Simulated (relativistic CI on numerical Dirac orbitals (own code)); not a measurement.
# Fe⁺: M2,3 absorption multiplets

Wanted: the shape of the M2,3 absorption spectrum of Fe⁺ in 5 surroundings, from the same atomic integrals.

The numbers are computed with relativistic CI on numerical Dirac orbitals (own code) version 1 (Dirac-Coulomb-Breit CI, KLI orbitals optimised for each configuration, model QED (radiative potential, 1s self-energy scaled to tabulated hydrogen-like ionisation energies), valence Slater integrals scaled by 0.8, multiplet model of core-to-valence dipole absorption), except any that are marked as measured or tabulated.

### 1 Starting point

* ion: Fe⁺ (Fe II)
* nuclear charge: 26
* electrons: 25
* configurations: [Ar] 3d7 → [Ne] 3s2 3p5 3d8
* magnetising field for the dichroism, Lz and Sz: exchange field 10 meV on Sz; these come from the lowest magnetised state alone (0 K)
* temperature of the isotropic spectrum: 300 K
* widths: Lorentz 1.2 eV, Gauss 0.3 eV
* surrounding 1: free ion
* surrounding 2: D4h, 10Dq = 17950, Ds = 1940, Dt = 1010 cm⁻¹
* surrounding 3: D3d, 10Dq = 14450, Dsigma = -160, Dtau = 360 cm⁻¹
* surrounding 4: Oh, 10Dq = 17650 cm⁻¹
* surrounding 5: Td, 10Dq = -2200 cm⁻¹

### 2 Surrounding 1: free ion

Settings of the run:

```ini
atom Fe  Z=26  charge=1  electrons=25
nucleus A=56  rms_radius_fm=3.7377
hamiltonian dirac-coulomb  breit=on  qed=on  c_scale=1
orbitals kli  potential=per-configuration
slater_scale 0.8
correlation none
mixing on
configurations
  [Ar] 3d7
  [Ne] 3s2 3p5 3d8
end
absorption M2,3 T=300 lorentz=1.2 gauss=0.3
crystal_field free
```

Results of the run (chosen fields of its result record, rounded):

```text
{
  "status": "converged",
  "curve, one point in 2 above 2 % of the maximum [energy, isotropic, mcd, ld] [eV; bohr^2/eV]": [
    [50.75, 0.001779, -5.935e-05, 0.0003592],
    [51.25, 0.002338, 0.0005469, 0.0002986],
    [51.75, 0.003337, 0.001971, 6.267e-05],
    [52.25, 0.005451, 0.005689, -0.00072],
    [52.75, 0.0103, 0.01517, -0.002852],
    [53.25, 0.01497, 0.02117, -0.002556],
    [53.75, 0.01185, 0.008069, 0.002752],
    [54.25, 0.008396, -0.0006156, 0.003492],
    [54.75, 0.007893, -0.005692, 0.004228],
    [55.25, 0.009864, -0.01155, 0.005833],
    [55.75, 0.01527, -0.02232, 0.008435],
    [56.25, 0.02551, -0.03785, 0.01772],
    [56.75, 0.04274, -0.04965, 0.05355],
    [57.25, 0.07365, -0.07843, 0.1043],
    [57.75, 0.07658, -0.09032, 0.09263],
    [58.25, 0.05006, -0.06365, 0.05316],
    [58.75, 0.02935, -0.0457, 0.01784],
    [59.25, 0.02608, -0.05393, -0.005226],
    [59.75, 0.03871, -0.09824, -0.03574],
    [60.25, 0.05763, -0.1619, -0.07199],
    [60.75, 0.03878, -0.1103, -0.04882],
    [61.25, 0.01864, -0.05104, -0.02079],
    [61.75, 0.01029, -0.02689, -0.009777],
    [62.25, 0.006647, -0.0167, -0.005426],
    [62.75, 0.004696, -0.01141, -0.003317],
    [63.25, 0.003433, -0.008024, -0.002028],
    [63.75, 0.002636, -0.005958, -0.001303],
    [64.25, 0.002104, -0.004627, -0.0008776],
    "... 1 more rows left out ..."
  ],
  "sticks, the strongest [energy, strength] [eV, bohr^2]": [
    [53.17, 0.01988],
    [53.53, 0.0009905],
    [53.6, 0.004879],
    [56.26, 0.01145],
    [57.25, 0.0006533],
    [57.31, 0.08567],
    [57.54, 0.004201],
    [57.6, 0.02345],
    [57.84, 0.002232],
    [57.91, 0.04822],
    [57.97, 0.008197],
    [60.07, 0.005338],
    [60.24, 0.001948],
    [60.3, 0.09629]
  ],
  "total [bohr^2]": 0.319078,
  "centroid [eV]": 58.0647,
  "radial 3p6 3d7 [Ha, bohr]": {"<r^-3>(3d)": 4.5, "<r^1>(3d)": 1.181, "<r^2>(3d)": 1.862, "<r^4>(3d)": 9.5439, "F2(3d,3d)": 0.35607, "F4(3d,3d)": 0.21924, "zeta(3d)": 0.0015595},
  "radial 3p5 3d8 [Ha, bohr]": {"<r^-3>(3p)": 56.403, "<r^1>(3p)": 0.86677, "<r^2>(3p)": 0.88683, "<r^4>(3p)": 1.3915, "zeta(3p)": 0.035984, "<r^-3>(3d)": 4.6245, "<r^1>(3d)": 1.1597, "<r^2>(3d)": 1.7885, "<r^4>(3d)": 8.7255, "F2(3d,3d)": 0.36351, "F4(3d,3d)": 0.22409, "F2(3p,3d)": 0.42017, "G1(3p,3d)": 0.52182, "G3(3p,3d)": 0.31292, "zeta(3d)": 0.0015861},
  "ground_degeneracy": 10,
  "ground_Lz": -3.00165,
  "ground_Sz": -1.49835,
  "ground_S": 1.49877,
  "core_spin_orbit_splitting [eV]": 1.48887
}
```

Run time: 0.29 s. Hardware: 1 thread, shared host.

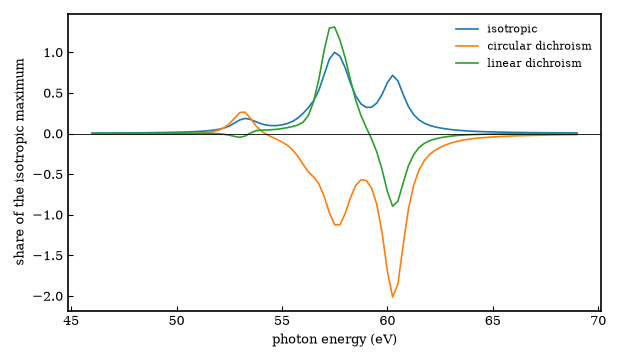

Thermal isotropic spectrum, and the dichroism of the lowest magnetised state alone (0 K, fully polarised).

### 3 Surrounding 2: D4h, 10Dq = 17950, Ds = 1940, Dt = 1010

Changes to the settings of step 2:

```diff
@@ -12,2 +12,2 @@
 absorption M2,3 T=300 lorentz=1.2 gauss=0.3
-crystal_field free
+crystal_field D4h 10Dq=17950 Ds=1940 Dt=1010
```

From the record:

```text
{
  "status": "converged",
  "curve, one point in 4 above 2 % of the maximum [energy, isotropic, mcd, ld] [eV; bohr^2/eV]": [
    [50.5, 0.0007727, -1.266e-05, 0.0004757],
    [51.5, 0.001079, -2.391e-05, 0.0008481],
    [52.5, 0.001692, -5.597e-05, 0.001693],
    [53.5, 0.003417, -0.0002059, 0.004169],
    [54.5, 0.009098, -0.0002295, 0.01715],
    [55.5, 0.01804, -0.00146, 0.0354],
    [56.5, 0.01387, -0.000861, 0.01584],
    [57.5, 0.01556, 0.003461, 0.008763],
    [58.5, 0.02956, 0.01201, -0.004802],
    [59.5, 0.02442, -0.01815, -0.01997],
    [60.5, 0.01291, -0.002747, -0.007576],
    [61.5, 0.01315, 0.00139, -0.00865],
    [62.5, 0.01694, 0.007857, -0.01929],
    [63.5, 0.0291, 0.01428, -0.04009],
    [64.5, 0.03393, -0.007766, -0.04655],
    [65.5, 0.01695, -0.0009411, -0.01939],
    [66.5, 0.03051, 0.002079, -0.02697],
    [67.5, 0.01819, -0.002814, -0.01886],
    [68.5, 0.00992, -0.003283, -0.01179],
    [69.5, 0.003959, -0.0007272, -0.004453],
    [70.5, 0.002076, -0.0002473, -0.002003],
    [71.5, 0.001299, -0.0001267, -0.001198],
    [72.5, 0.0009031, -6.893e-05, -0.000846]
  ],
  "sticks, the strongest [energy, strength] [eV, bohr^2]": [
    [55.08, 0.01489],
    [58.48, 0.01748],
    [63.71, 0.01863],
    [64.28, 0.02638],
    [64.35, 0.01571],
    [66.44, 0.01296],
    [66.75, 0.02115],
    [66.92, 0.01325]
  ],
  "total [bohr^2]": 0.318348,
  "centroid [eV]": 61.9551,
  "ground_degeneracy": 2,
  "ground_Lz": -0.0132549,
  "ground_Sz": -0.501963,
  "ground_S": 0.530554,
  "core_spin_orbit_splitting [eV]": 1.48887
}
```

Run time: 0.29 s. Hardware: 1 thread, shared host.

### 4 Surrounding 3: D3d, 10Dq = 14450, Dsigma = -160, Dtau = 360

Changes to the settings of step 3:

```diff
@@ -12,2 +12,2 @@
 absorption M2,3 T=300 lorentz=1.2 gauss=0.3
-crystal_field D4h 10Dq=17950 Ds=1940 Dt=1010
+crystal_field D3d 10Dq=14450 Dsigma=-160 Dtau=360
```

From the record:

```text
{
  "status": "converged",
  "curve, one point in 3 above 2 % of the maximum [energy, isotropic, mcd, ld] [eV; bohr^2/eV]": [
    [51.25, 0.001574, -0.001628, -0.0006864],
    [52, 0.00242, -0.003002, -0.001489],
    [52.75, 0.004787, -0.007914, -0.004599],
    [53.5, 0.00857, -0.01268, -0.007437],
    [54.25, 0.009829, -0.004365, 0.00104],
    [55, 0.0153, 0.0001103, 0.00778],
    [55.75, 0.01754, 0.004729, -0.001203],
    [56.5, 0.01513, -0.005325, -0.003992],
    [57.25, 0.01947, -0.02017, -0.007184],
    [58, 0.04523, -0.06575, -0.03073],
    [58.75, 0.0759, -0.09234, -0.03628],
    [59.5, 0.04678, -0.02806, 0.01124],
    [60.25, 0.02329, -0.009382, 0.003902],
    [61, 0.01716, -0.0107, 0.007194],
    [61.75, 0.02186, -0.01841, 0.01685],
    [62.5, 0.01817, -0.02067, 0.005923],
    [63.25, 0.01397, -0.006851, -0.00191],
    [64, 0.01237, -0.00108, -0.001395],
    [64.75, 0.007978, -0.001336, -0.0002292],
    [65.5, 0.004821, -0.00119, -1.137e-05],
    [66.25, 0.005819, -0.0009675, 4.499e-05],
    [67, 0.007703, -0.0007792, 3.744e-05],
    [67.75, 0.003945, -0.0006309, -1.684e-05],
    [68.5, 0.002592, -0.000492, -8.182e-05],
    [69.25, 0.001612, -0.0004491, -5.72e-05]
  ],
  "sticks, the strongest [energy, strength] [eV, bohr^2]": [
    [58.36, 0.01418],
    [58.45, 0.01555],
    [58.47, 0.007155],
    [58.54, 0.0121],
    [58.61, 0.0121],
    [59.08, 0.006685],
    [59.11, 0.006002],
    [59.29, 0.005914]
  ],
  "total [bohr^2]": 0.318627,
  "centroid [eV]": 59.4186,
  "ground_degeneracy": 2,
  "ground_Lz": -1.516,
  "ground_Sz": -1.49489,
  "ground_S": 1.49961,
  "core_spin_orbit_splitting [eV]": 1.48887
}
```

It took 0.35 s on 1 thread, shared host.

### 5 Surrounding 4: Oh, 10Dq = 17650

Changes to the settings of step 4:

```diff
@@ -12,2 +12,2 @@
 absorption M2,3 T=300 lorentz=1.2 gauss=0.3
-crystal_field D3d 10Dq=14450 Dsigma=-160 Dtau=360
+crystal_field Oh 10Dq=17650
```

From the record:

```text
{
  "status": "converged",
  "curve, one point in 4 above 2 % of the maximum [energy, isotropic, mcd, ld] [eV; bohr^2/eV]": [
    [51.25, 0.0008565, -2.812e-05, -0.0001358],
    [52.25, 0.001245, 1.681e-05, -0.0002453],
    [53.25, 0.002209, 0.000312, -0.0003055],
    [54.25, 0.004625, 0.0008705, -0.0006064],
    [55.25, 0.0102, 0.002199, -0.008296],
    [56.25, 0.01713, -0.003976, -0.01879],
    [57.25, 0.0138, -0.009446, -0.01067],
    [58.25, 0.02166, -0.009314, -0.01298],
    [59.25, 0.02922, 0.004124, -0.00418],
    [60.25, 0.0216, -0.0007955, 0.01221],
    [61.25, 0.01693, 0.005733, 0.01013],
    [62.25, 0.01465, -0.001877, 0.01155],
    [63.25, 0.02575, -0.008703, 0.03112],
    [64.25, 0.03973, 0.002432, 0.05444],
    [65.25, 0.02148, 0.004679, 0.027],
    [66.25, 0.01473, 0.000859, 0.0151],
    [67.25, 0.02732, 0.002259, 0.02105],
    [68.25, 0.0108, 0.001814, 0.007431],
    [69.25, 0.005561, 0.0009969, 0.003845],
    [70.25, 0.002477, 0.0002498, 0.001826],
    [71.25, 0.001475, 0.0001017, 0.001019],
    [72.25, 0.000991, 6.14e-05, 0.0007351]
  ],
  "sticks, the strongest [energy, strength] [eV, bohr^2]": [
    [56.45, 0.01087],
    [58.63, 0.02272],
    [59.88, 0.01078],
    [63.65, 0.03371],
    [64.14, 0.02414],
    [64.67, 0.03736],
    [67.16, 0.02012],
    [67.37, 0.01418]
  ],
  "total [bohr^2]": 0.318339,
  "centroid [eV]": 62.1171,
  "ground_degeneracy": 4,
  "ground_Lz": -0.0562911,
  "ground_Sz": -0.513471,
  "ground_S": 0.541181,
  "core_spin_orbit_splitting [eV]": 1.48887
}
```

Run time: 0.3 s. Hardware: 1 thread, shared host.

### 6 Surrounding 5: Td, 10Dq = -2200

Changes to the settings of step 5:

```diff
@@ -12,2 +12,2 @@
 absorption M2,3 T=300 lorentz=1.2 gauss=0.3
-crystal_field Oh 10Dq=17650
+crystal_field Td 10Dq=-2200
```

From the record:

```text
{
  "status": "converged",
  "curve, one point in 3 above 2 % of the maximum [energy, isotropic, mcd, ld] [eV; bohr^2/eV]": [
    [51, 0.001661, -0.0001428, 1.779e-05],
    [51.75, 0.002452, 6.548e-05, 3.2e-05],
    [52.5, 0.004383, 0.001068, 4.574e-05],
    [53.25, 0.01034, 0.004876, 0.0003085],
    [54, 0.01458, -0.002723, 0.001738],
    [54.75, 0.01112, -0.008118, -0.000474],
    [55.5, 0.01055, -0.005339, -0.0001043],
    [56.25, 0.01828, -0.006137, 0.001346],
    [57, 0.03821, -0.01035, -0.002082],
    [57.75, 0.07922, -0.03562, -0.006536],
    [58.5, 0.0584, -0.02693, -0.001538],
    [59.25, 0.02836, -0.00744, -0.0002801],
    [60, 0.03961, 0.001539, 0.00032],
    [60.75, 0.04712, -0.01457, 0.004794],
    [61.5, 0.01718, -0.006547, 0.001524],
    [62.25, 0.007673, -0.002518, 0.0004975],
    [63, 0.004536, -0.00129, 0.0002163],
    [63.75, 0.002957, -0.0007718, 6.946e-05],
    [64.5, 0.002079, -0.0005671, 5.72e-05]
  ],
  "sticks, the strongest [energy, strength] [eV, bohr^2]": [
    [57.57, 0.01982],
    [57.6, 0.03073],
    [57.83, 0.01836],
    [58.19, 0.02278],
    [60.32, 0.01842],
    [60.42, 0.01547],
    [60.58, 0.0284],
    [60.64, 0.01734]
  ],
  "total [bohr^2]": 0.318388,
  "centroid [eV]": 58.3081,
  "ground_degeneracy": 4,
  "ground_Lz": -0.584655,
  "ground_Sz": -1.48548,
  "ground_S": 1.4993,
  "core_spin_orbit_splitting [eV]": 1.48887
}
```

Wall time 0.29 s (1 thread, shared host).

### 7 The spectra side by side

| surrounding | ground S | Lz (0 K) | Sz (0 K) | centroid (eV) | share of the lower edge | up to four highest peaks (% of the highest), eV |
| --- | --- | --- | --- | --- | --- | --- |
| 1: free | 1.50 | -3.00 | -1.50 | 58.06 | - | 53.2 (19), 57.5 (100), 60.2 (72) |
| 2: D4h | 0.53 | -0.01 | -0.50 | 61.96 | - | 55.5 (48), 58.5 (79), 64.2 (100), 66.8 (86) |
| 3: D3d | 1.50 | -1.52 | -1.49 | 59.42 | - | 55.5 (23), 58.8 (100), 61.8 (29), 66.8 (10) |
| 4: Oh | 0.54 | -0.06 | -0.51 | 62.12 | - | 56.2 (43), 59.0 (76), 64.2 (100), 67.2 (69) |
| 5: Td | 1.50 | -0.58 | -1.49 | 58.31 | - | 54.0 (18), 58.0 (100), 60.5 (65) |

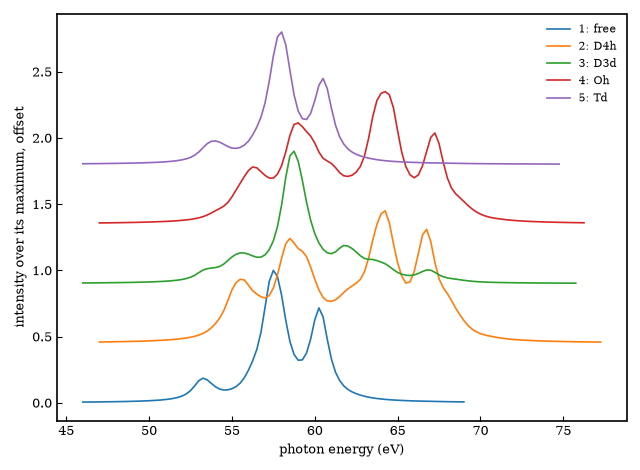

The spectra, each scaled to its maximum and offset.

### 8 What came out

| quantity | value |
| --- | --- |
| highest peak, first run | 57.5 eV |
| ground spin (effective S from ⟨S²⟩) | 0.53 to 1.50 |
| core spin-orbit splitting (without Breit) | 1.49 eV |

**Reading.** The ground spin changes between the runs (1.50 to 0.53), and the line shape with it. The position of the maximum differs by up to 6.8 eV between the surroundings, by shifts of peaks or by peaks exchanging rank. Edge positions are free-ion values and differ from those in solids by a few eV or more.
